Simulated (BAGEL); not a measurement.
# singlet GeH3O+: levels of theory compared

Aim: a comparison of 6 runs (HF/STO-3G, HF/3-21G, HF/6-31G*, HF/cc-pVTZ, B3LYP/6-31G*, RI-MP2/cc-pVTZ) of singlet GeH3O+. 

Program for the calculation: BAGEL 1.2.2.

4 further runs of the same task are left out: 2 that didn't finish, 2 set aside as unsound or not needed. Runs told in other sessions of the task aren't counted.

## 1. Starting point

The species is GeH3O+ (5 atoms), meant as a singlet with charge +1. SMILES of the parent species: `[OH][GeH2]`. Geometry: relaxed at PBE0-D4/def2-TZVP. This is one conformer, not always the lowest. That shape belongs to the parent species and isn't relaxed for this state.

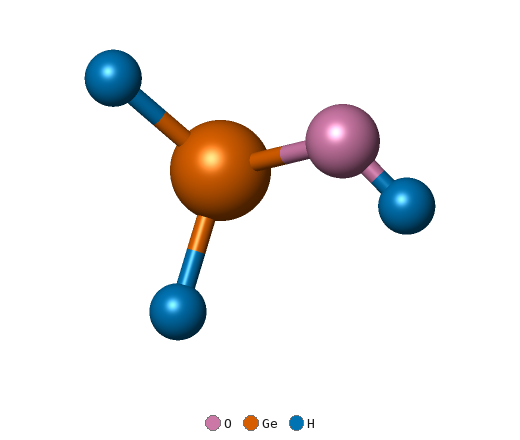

Viewed from a chosen angle; oxygen pink, germanium orange, hydrogen blue.

## 2. A single-point energy at HF/STO-3G (density fitting with qzvpp-jkfit) (run 1)

Input file job.json:

```json
{ "bagel": [

{
  "title": "molecule",
  "basis": "sto-3g",
  "df_basis": "qzvpp-jkfit",
  "angstrom": true,
  "geometry": [
    { "atom": "O", "xyz": [       0.355500,      -1.075800,       0.460700 ] },
    { "atom": "Ge", "xyz": [      -0.520100,       0.416100,       0.017700 ] },
    { "atom": "H", "xyz": [       1.097400,      -0.907600,       1.046500 ] },
    { "atom": "H", "xyz": [      -1.396800,      -0.014400,      -1.180300 ] },
    { "atom": "H", "xyz": [       0.513900,       1.508000,      -0.385900 ] }
  ]
},

{ "title": "hf", "charge": 1 },

{ "title": "print", "file": "orbitals.molden", "orbitals": true }

]}
```

Launch:

```
$ BAGEL_NUM_THREADS=1 BAGEL job.json > job.out
```

The log of the run:

```text
* using 1 threads per process

  ===============================================================
  ===============================================================

  *** Geometry ***

  { "atom" : "O", "xyz" : [      0.671798,     -2.032967,      0.870597 ] },
  { "atom" : "Ge", "xyz" : [     -0.982847,      0.786315,      0.033448 ] },
  { "atom" : "H", "xyz" : [      2.073785,     -1.715115,      1.977598 ] },
  { "atom" : "H", "xyz" : [     -2.639569,     -0.027212,     -2.230444 ] },
  { "atom" : "H", "xyz" : [      0.971130,      2.849707,     -0.729245 ] },

  Number of auxiliary basis functions:      397

  Since a DF basis is specified, we compute 2- and 3-index integrals:
    o Being stored without compression. Storage requirement is 0.002 GB

  Number of basis functions:       26
  Number of electrons      :       43

    * METHOD: MOLECULE                             0.06

  *** RHF ***

  === Nuclear Repulsion ===
   113.0837636806

      * DIIS with orbital gradients will be used.

  === RHF iteration (sto-3g) ===
      0      -2127.01212803          0.01618458           0.01
      1      -2127.05215784          0.01202559           0.01
      2      -2127.07555864          0.00126534           0.01
      3      -2127.07633411          0.00046311           0.01
      4      -2127.07648089          0.00019601           0.01
      5      -2127.07651379          0.00004616           0.01
      6      -2127.07651558          0.00001560           0.01
      7      -2127.07651579          0.00000543           0.01
      8      -2127.07651581          0.00000267           0.01
      9      -2127.07651581          0.00000105           0.01
     10      -2127.07651581          0.00000037           0.01
     11      -2127.07651581          0.00000014           0.01
     12      -2127.07651581          0.00000007           0.01
     13      -2127.07651581          0.00000003           0.01
     14      -2127.07651581          0.00000001           0.01
     15      -2127.07651581          0.00000001           0.01
    * SCF iteration converged.

    * Permanent dipole moment:
           (    0.090902,    -0.842202,    -0.528605) a.u.

    * METHOD: HF                                   0.15

    * METHOD: PRINT                                0.00

  ===============================================================
```

Run time: 0.38 s. Hardware: 1 thread of AMD EPYC 9R45 (Zen 5), shared host.

## 3. The energy at HF/3-21G (density fitting with qzvpp-jkfit) (run 2)

Input file input.json:

```json
{ "bagel": [

{
  "title": "molecule",
  "basis": "3-21g",
  "df_basis": "qzvpp-jkfit",
  "angstrom": "true",
  "geometry": [
    { "atom": "O", "xyz": [       0.355500,      -1.075800,       0.460700 ] },
    { "atom": "Ge", "xyz": [      -0.520100,       0.416100,       0.017700 ] },
    { "atom": "H", "xyz": [       1.097400,      -0.907600,       1.046500 ] },
    { "atom": "H", "xyz": [      -1.396800,      -0.014400,      -1.180300 ] },
    { "atom": "H", "xyz": [       0.513900,       1.508000,      -0.385900 ] }
  ]
},

{ "title": "hf", "charge": 1 },

{ "title": "print", "file": "orbitals.molden", "orbitals": "true" }

]}
```

Launch:

```
$ BAGEL_NUM_THREADS=1 BAGEL input.json > input.out
```

The log of the run:

```text
* using 1 threads per process

  ===============================================================
  ===============================================================

  *** Geometry ***

  { "atom" : "O", "xyz" : [      0.671798,     -2.032967,      0.870597 ] },
  { "atom" : "Ge", "xyz" : [     -0.982847,      0.786315,      0.033448 ] },
  { "atom" : "H", "xyz" : [      2.073785,     -1.715115,      1.977598 ] },
  { "atom" : "H", "xyz" : [     -2.639569,     -0.027212,     -2.230444 ] },
  { "atom" : "H", "xyz" : [      0.971130,      2.849707,     -0.729245 ] },

  Number of auxiliary basis functions:      397

  Since a DF basis is specified, we compute 2- and 3-index integrals:
    o Being stored without compression. Storage requirement is 0.004 GB

  Number of basis functions:       37
  Number of electrons      :       43

    * METHOD: MOLECULE                             0.06

  *** RHF ***

  === Nuclear Repulsion ===
   113.0837636806

      * DIIS with orbital gradients will be used.

  === RHF iteration (3-21g) ===
      0      -2141.06095783          0.03304289           0.01
      1      -2141.11918198          0.03015443           0.01
      2      -2141.19887034          0.00168098           0.01
      3      -2141.19968566          0.00046452           0.01
      4      -2141.19977737          0.00020011           0.01
      5      -2141.19980013          0.00004875           0.01
      6      -2141.19980150          0.00001367           0.01
      7      -2141.19980161          0.00000551           0.01
      8      -2141.19980162          0.00000277           0.01
      9      -2141.19980162          0.00000068           0.01
     10      -2141.19980162          0.00000026           0.01
     11      -2141.19980162          0.00000011           0.01
     12      -2141.19980162          0.00000004           0.01
     13      -2141.19980162          0.00000002           0.01
     14      -2141.19980162          0.00000001           0.01
    * SCF iteration converged.

    * Permanent dipole moment:
           (    0.190087,    -1.253888,    -0.588705) a.u.

    * METHOD: HF                                   0.20

    * METHOD: PRINT                                0.00

  ===============================================================
```

Wall time 0.44 s (1 thread of AMD EPYC 9R45 (Zen 5), shared host).

Runs 3 to 5 aren't shown in full; the table further down has their settings and results.

## 4. The energy at RI-MP2/cc-pVTZ (density fitting with qzvpp-jkfit) (run 6)

Input file mp2.json:

```json
{ "bagel": [

{
  "title": "molecule",
  "basis": "cc-pvtz.json",
  "df_basis": "qzvpp-jkfit",
  "angstrom": true,
  "geometry": [
    { "atom": "O", "xyz": [       0.355500,      -1.075800,       0.460700 ] },
    { "atom": "Ge", "xyz": [      -0.520100,       0.416100,       0.017700 ] },
    { "atom": "H", "xyz": [       1.097400,      -0.907600,       1.046500 ] },
    { "atom": "H", "xyz": [      -1.396800,      -0.014400,      -1.180300 ] },
    { "atom": "H", "xyz": [       0.513900,       1.508000,      -0.385900 ] }
  ]
},

{
  "title": "hf",
  "charge": 1
},

{
  "title": "mp2",
  "charge": 1,
  "ncore": 10
}

]}
```

The basis set cc-pVTZ is read from a file made from the Basis Set Exchange's data (not shown).

Launch:

```
$ BAGEL_NUM_THREADS=1 BAGEL mp2.json > mp2.out
```

The log of the run:

```text
* using 1 threads per process

  ===============================================================
  ===============================================================

  *** Geometry ***

  { "atom" : "O", "xyz" : [      0.671798,     -2.032967,      0.870597 ] },
  { "atom" : "Ge", "xyz" : [     -0.982847,      0.786315,      0.033448 ] },
  { "atom" : "H", "xyz" : [      2.073785,     -1.715115,      1.977598 ] },
  { "atom" : "H", "xyz" : [     -2.639569,     -0.027212,     -2.230444 ] },
  { "atom" : "H", "xyz" : [      0.971130,      2.849707,     -0.729245 ] },

  Number of auxiliary basis functions:      397

  Since a DF basis is specified, we compute 2- and 3-index integrals:
    o Being stored without compression. Storage requirement is 0.042 GB

  Number of basis functions:      115
  Number of electrons      :       43

    * METHOD: MOLECULE                             0.17

  *** RHF ***

  === Nuclear Repulsion ===
   113.0837636806

      * DIIS with orbital gradients will be used.

  === RHF iteration (cc-pvtz.json) ===
      0      -2151.49839882          0.02049774           0.05
      1      -2151.54513198          0.02105754           0.05
      2      -2151.72092281          0.00139878           0.05
      3      -2151.72262921          0.00032411           0.05
      4      -2151.72273255          0.00011706           0.05
      5      -2151.72275305          0.00005628           0.04
      6      -2151.72275872          0.00002096           0.05
      7      -2151.72275968          0.00000772           0.05
      8      -2151.72275977          0.00000303           0.05
      9      -2151.72275978          0.00000132           0.05
     10      -2151.72275979          0.00000049           0.05
     11      -2151.72275979          0.00000014           0.05
     12      -2151.72275979          0.00000005           0.05
     13      -2151.72275979          0.00000003           0.05
     14      -2151.72275979          0.00000001           0.05
    * SCF iteration converged.

    * Permanent dipole moment:
           (    0.233749,    -1.121606,    -0.387403) a.u.

    * METHOD: HF                                   0.87

  *** RHF ***

  === Nuclear Repulsion ===
   113.0837636806

      * DIIS with orbital gradients will be used.

  === RHF iteration (cc-pvtz.json) ===
      0      -2151.72275979          0.00000001           0.04
    * SCF iteration converged.

    * Permanent dipole moment:
           (    0.233749,    -1.121606,    -0.387403) a.u.

  === DF-MP2 calculation ===

    * freezing 10 orbitals
    * 3-index integral transformation done
    * assembly done

      MP2 correlation energy:   -0.4270242447      0.03

      MP2 total energy:       -2152.1497840313

    * METHOD: MP2                                  0.13

  ===============================================================
```

Wall time 1.4 s (1 thread of AMD EPYC 9R45 (Zen 5), shared host); peak memory 0.13 GiB.

## 5. Overview of the runs

```tsv
run	level	frozen core orbitals	energy (Eh)	HOMO energy (eV)	LUMO energy (eV)	HOMO–LUMO gap (eV)	wall time
1	HF/STO-3G (density fitting with qzvpp-jkfit)	–	-2127.076516	-17.82	-5.27	12.55	0.38 s
2	HF/3-21G (density fitting with qzvpp-jkfit)	–	-2141.199802	-19.37	-7.54	11.83	0.44 s
3	HF/6-31G* (density fitting with qzvpp-jkfit, spherical functions)	–	-2151.345231	-19.63	-7.57	12.07	0.6 s
4	HF/cc-pVTZ (density fitting with qzvpp-jkfit)	–	-2151.722760	-19.62	-7.57	12.05	1.3 s
5	B3LYP/6-31G* (density fitting with qzvpp-jkfit, spherical functions)	–	-2153.438440	-15.82	-11.14	4.68	2.8 s
6	RI-MP2/cc-pVTZ (density fitting with qzvpp-jkfit)	10	-2152.149784	–	–	–	1.4 s
```

## 6. Outcome

| quantity | value |
| --- | --- |
| run 6: total energy | -2152.14978 Eh |
| run 6: correlation energy (10 core orbitals frozen) | -427.0 mEh |

In words: Over runs 1, 2, 3, 4, 5 the HOMO–LUMO gap runs from 4.68 eV (B3LYP/6-31G*) to 12.55 eV (HF/STO-3G). The two ends differ in method and basis. In run 1 the basis is minimal, so the values are rough. All runs together took 6.8 s, the longest 2.8 s.
